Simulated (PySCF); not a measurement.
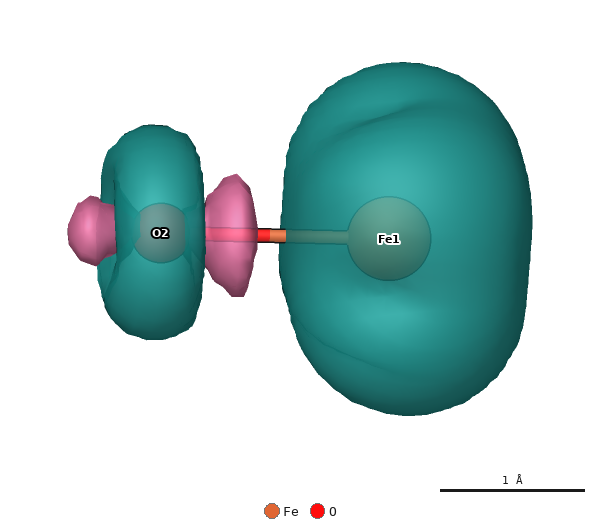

*FeO (quintet). Isosurfaces of the spin density (α minus β) at +0.08 (teal) and −0.08 e/Å³ (pink), seen from one side.*

⟨S²⟩ = 6.05, above the pure value of 6.00.

The calculation used PBE0/def2-TZVPP, non-relativistic Hamiltonian with scalar-relativistic core potentials where named, at a bond length of 1.603 Å in PySCF.

```tsv
atom	x (Å)	y (Å)	z (Å)
Fe	0.0000	0.0000	-0.3565
O	0.0000	0.0000	1.2465
```

Q: Where is the unpaired spin?

A: The unpaired spin (4 electrons) lies mostly on Fe1 (about 3.7) and O2 (about 0.3), in electrons by Hirshfeld's partition.
